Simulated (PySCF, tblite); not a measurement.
# C5H6F2O: dynamics, then NMR shifts on frames, part 2 of 2

tblite 0.8.0 and PySCF 2.14.0. Atoms count from 0.

## (6) NMR shieldings: 800 fs, PBE0/pcSseg-1

The job: settings as JSON, then the geometry in Å.

```
{"job": {"kind": "nmr", "xc": "PBE0", "basis": "pcSseg-1", "pop": false}, "charge": 0, "multiplicity": 1}
F      1.261800    -1.159900    -1.600900
C      2.038200    -0.434700    -0.698300
F      2.437100     0.622700    -1.395000
C      1.223700    -0.010300     0.506400
C     -0.183600     0.450700     0.186900
C     -1.084400    -0.301000     0.744700
C     -0.455400    -1.268500     1.684700
O      0.974200    -1.042800     1.540600
H      2.933500    -1.079300    -0.468400
H      1.845500     0.679500     1.049900
H     -0.335000     1.284800    -0.502100
H     -2.137300    -0.215300     0.631100
H     -0.864100    -2.273700     1.445300
H     -0.652400    -1.069600     2.735800
```

With the program's defaults for keys left out, this is: GIAO PBE0/pcSseg-1 NMR shielding, non-relativistic, gas phase.

Output:

```text
coarse grid: 12408 points
cycle   1  E = -468.2550132874  dE =  1.227e+00  |g| = 8.572e-01  |ddm| = 3.315e+00
cycle   2  E = -468.0891269864  dE =  1.659e-01  |g| = 1.327e+00  |ddm| = 1.442e+00
cycle   3  E = -468.3827951476  dE = -2.937e-01  |g| = 9.600e-02  |ddm| = 9.450e-01
cycle   4  E = -468.3840387258  dE = -1.244e-03  |g| = 5.763e-02  |ddm| = 1.085e-01
cycle   5  E = -468.3846735874  dE = -6.349e-04  |g| = 1.128e-02  |ddm| = 4.973e-02
cycle   6  E = -468.3846949999  dE = -2.141e-05  |g| = 4.732e-03  |ddm| = 1.107e-02
cycle   7  E = -468.3847001545  dE = -5.155e-06  |g| = 8.274e-04  |ddm| = 3.997e-03
final grid: 122688 points
cycle   8  E = -468.4573743486  dE = -2.797e-05  |g| = 1.287e-02  |ddm| = 2.808e-02
cycle   9  E = -468.4573316735  dE =  4.268e-05  |g| = 2.035e-02  |ddm| = 2.126e-02
cycle  10  E = -468.4574049968  dE = -7.332e-05  |g| = 1.250e-03  |ddm| = 1.310e-02
cycle  11  E = -468.4574053444  dE = -3.477e-07  |g| = 2.581e-04  |ddm| = 1.300e-03
cycle  12  E = -468.4574053548  dE = -1.039e-08  |g| = 1.019e-04  |ddm| = 2.496e-04
cycle  13  E = -468.4574053564  dE = -1.544e-09  |g| = 2.848e-05  |ddm| = 8.428e-05
cycle  14  E = -468.4574053565  dE = -1.502e-10  |g| = 9.640e-06  |ddm| = 2.691e-05
converged SCF energy = -468.4574053565

GIAO shielding tensors (ppm)
atom      isotropic    diamagn.    paramagn.     s11        s22        s33       span
  0 F      300.661     476.725    -176.064    188.603    348.403    364.976    176.373
  1 C       63.335     235.833    -172.498     49.059     65.254     75.693     26.634
  2 F      318.596     471.893    -153.296    224.549    318.828    412.413    187.864
  3 C       91.716     247.154    -155.437     55.776     89.503    129.870     74.093
  4 C       60.213     254.056    -193.844    -43.718     80.122    144.234    187.952
  5 C       50.543     255.684    -205.141    -56.010     65.635    142.006    198.016
  6 C      103.833     244.267    -140.435     63.684     93.529    154.286     90.601
  7 O      256.530     395.371    -138.841    166.183    267.646    335.762    169.578
  8 H       24.978      25.422      -0.444     22.592     23.861     28.482      5.891
  9 H       26.675      30.085      -3.410     22.324     26.916     30.787      8.463
 10 H       25.613      31.497      -5.884     23.223     26.310     27.307      4.084
 11 H       25.679      32.074      -6.395     24.071     25.067     27.898      3.827
 12 H       26.488      27.401      -0.914     22.764     25.042     31.657      8.893
 13 H       26.758      28.024      -1.266     22.370     24.985     32.919     10.548
```

Wall time 19 s (1 thread of Intel Xeon Platinum 8488C, shared host); peak memory 0.77 GiB.

In short: δ C5 136.4, C4 126.7, C1 123.6, C3 95.2, H8 6.74, H10 6.10 ppm.

## (7) NMR shieldings: 1000 fs, PBE0/pcSseg-1

The job: settings as JSON, then the geometry in Å.

```
{"job": {"kind": "nmr", "xc": "PBE0", "basis": "pcSseg-1", "pop": false}, "charge": 0, "multiplicity": 1}
F      1.305400    -1.216900    -1.393400
C      1.945600    -0.446300    -0.502700
F      2.725900     0.399400    -1.197800
C      1.007000     0.153800     0.589500
C     -0.433400     0.337500     0.164100
C     -1.170700    -0.540400     0.775300
C     -0.369900    -1.253300     1.803500
O      0.915100    -0.731500     1.669600
H      2.566500    -1.139100     0.083600
H      1.483400     1.113800     0.892400
H     -0.649400     0.990800    -0.644000
H     -2.258000    -0.723800     0.730100
H     -0.408600    -2.315000     1.718000
H     -0.739300    -0.944300     2.814400
```

Level: GIAO PBE0/pcSseg-1 NMR shielding, non-relativistic, gas phase.

Output:

```text
coarse grid: 12408 points
cycle   1  E = -468.2708847021  dE =  1.406e+00  |g| = 8.258e-01  |ddm| = 3.337e+00
cycle   2  E = -468.1521155486  dE =  1.188e-01  |g| = 1.200e+00  |ddm| = 1.288e+00
cycle   3  E = -468.3872573270  dE = -2.351e-01  |g| = 7.388e-02  |ddm| = 8.098e-01
cycle   4  E = -468.3879945039  dE = -7.372e-04  |g| = 4.301e-02  |ddm| = 8.621e-02
cycle   5  E = -468.3883897425  dE = -3.952e-04  |g| = 1.073e-02  |ddm| = 4.278e-02
cycle   6  E = -468.3884111973  dE = -2.145e-05  |g| = 4.466e-03  |ddm| = 1.075e-02
cycle   7  E = -468.3884160035  dE = -4.806e-06  |g| = 6.002e-04  |ddm| = 3.852e-03
final grid: 122688 points
cycle   8  E = -468.4594364453  dE = -3.565e-05  |g| = 1.082e-02  |ddm| = 2.668e-02
cycle   9  E = -468.4594162544  dE =  2.019e-05  |g| = 1.545e-02  |ddm| = 1.736e-02
cycle  10  E = -468.4594581316  dE = -4.188e-05  |g| = 1.025e-03  |ddm| = 1.014e-02
cycle  11  E = -468.4594583553  dE = -2.237e-07  |g| = 2.030e-04  |ddm| = 1.102e-03
cycle  12  E = -468.4594583629  dE = -7.609e-09  |g| = 7.420e-05  |ddm| = 2.283e-04
cycle  13  E = -468.4594583637  dE = -8.268e-10  |g| = 2.403e-05  |ddm| = 6.944e-05
converged SCF energy = -468.4594583637

GIAO shielding tensors (ppm)
atom      isotropic    diamagn.    paramagn.     s11        s22        s33       span
  0 F      327.510     475.393    -147.883    240.802    329.264    412.463    171.661
  1 C       61.559     235.991    -174.432     49.601     64.081     70.994     21.393
  2 F      318.190     470.397    -152.207    221.236    335.530    397.803    176.567
  3 C       91.920     250.465    -158.545     65.311     89.771    120.679     55.369
  4 C       62.427     253.483    -191.057    -38.886     77.569    148.597    187.483
  5 C       52.038     255.618    -203.579    -50.184     64.351    141.948    192.132
  6 C      107.717     245.757    -138.040     71.721     99.249    152.181     80.460
  7 O      288.150     396.291    -108.141    225.167    274.364    364.919    139.752
  8 H       25.798      27.294      -1.496     23.561     26.150     27.682      4.122
  9 H       26.352      29.650      -3.298     23.104     25.694     30.258      7.155
 10 H       26.159      32.485      -6.326     24.289     26.821     27.367      3.077
 11 H       25.233      30.435      -5.202     24.082     24.378     27.240      3.158
 12 H       27.308      28.977      -1.670     23.502     25.847     32.573      9.070
 13 H       26.332      27.273      -0.941     21.780     24.593     32.625     10.845
```

Run time: 18 s. Hardware: 1 thread of Intel Xeon Platinum 8488C, shared host; peak memory 0.77 GiB.

Key values: δ C5 134.9, C1 125.4, C4 124.5, C3 95.0, H11 6.48, H8 5.92 ppm.

## (8) Side by side: NMR shifts

Shifts (ppm) of some atoms, chosen among heavy atoms and hydrogens apart, with basis size and wall time:

| frame | C4 | C3 | H10 | H12 | F2 | F0 | O7 | functions | time |
| --- | --- | --- | --- | --- | --- | --- | --- | --- | --- |
| 250 fs | 143.8 | 84.6 | 7.23 | 5.89 | -155.1 | -157.3 | 41.1 | 166 | 24 s |
| 425 fs | 133.2 | 93.9 | 6.16 | 5.42 | -133.3 | -151.5 | 41.4 | 166 | 18 s |
| 625 fs | 138.9 | 88.0 | 6.43 | 4.06 | -123.9 | -142.8 | 66.6 | 166 | 18 s |
| 800 fs | 126.7 | 95.2 | 6.10 | 5.23 | -147.7 | -129.7 | 79.5 | 166 | 19 s |
| 1000 fs | 124.5 | 95.0 | 5.56 | 4.41 | -147.2 | -156.6 | 47.9 | 166 | 18 s |

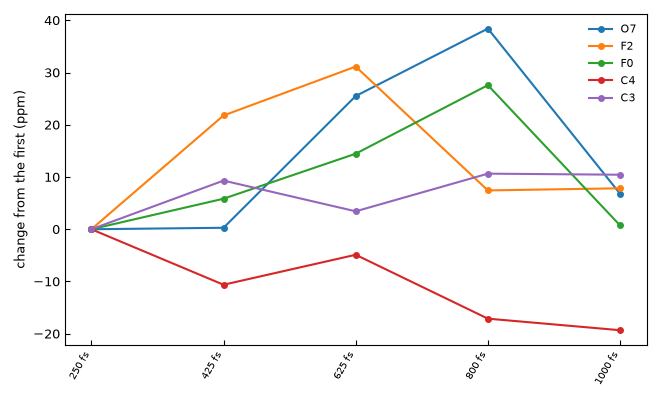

How five of the tabulated atoms move from run to run.

## (9) Summary of results

This closing draws on all 2 parts.

| quantity | value |
| --- | --- |
| thermostat | 200 K |
| mean temperature, second half | 205 K |
| mean potential energy above the minimum | 0.34 eV |
| ¹³C shifts against TMS (PBE0/pcSseg-1, 250 fs) | 143.8, 141.4, 119.7, 84.6, 82.0 ppm |
| ¹H shifts against TMS (PBE0/pcSseg-1, 250 fs) | 7.23, 6.70, 6.20, 5.89, 5.24, 4.02 ppm |
| ¹⁹F shifts against CFCl3 (PBE0/pcSseg-1, 250 fs) | -155.1, -157.3 ppm |
| ¹⁷O shifts against H2O (PBE0/pcSseg-1, 250 fs) | 41.1 ppm |
| surface potential, least and greatest | -1.21 V and 1.07 V |
| range of the shift of O7 | 41.1 to 79.5 ppm |

**Reading.** In the second half the potential energy averages 0.34 eV above the minimum; equipartition over 36 harmonic modes at 200 K would give 0.31 eV. With 14 atoms the temperature swings widely (73 to 287 K). Shifts at one fixed geometry are not the observed spectrum, which averages over the motion. Across the 5 runs the shift of O7 moves most, between 41.1 (250 fs) and 79.5 ppm (800 fs).
